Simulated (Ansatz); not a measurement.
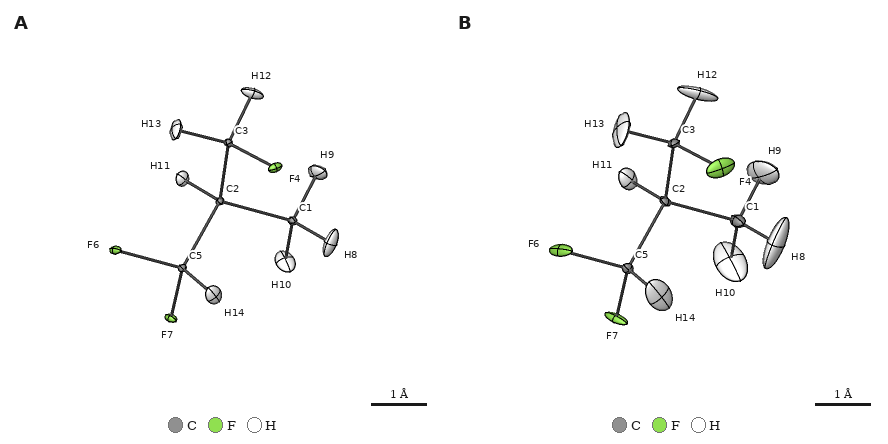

Displacement ellipsoids at the 50 % level, scaled by 0.7, from the internal vibrations of the free molecule (harmonic, no overall translation or rotation; no half-axis is drawn under 0.075 Å). Vibrations computed with RKS PBE0-D4/def2-TZVP (Ansatz 0.2.0). One panel is for 200 K, the other for 900 K.

> Which panel is for 900 K?

B.

> How much does the mean-square displacement of F4 grow, and why?

U_eq goes from 0.0076 to 0.0319 Å², a factor of 4.2. Modes below kT (626 cm⁻¹ at 900 K) grow about in proportion to T, and the lowest lies at 73 cm⁻¹; the mean-square amplitude of a mode is its zero-point value times coth(ħω/2kT), which comes close to 1 only above about 3kT.
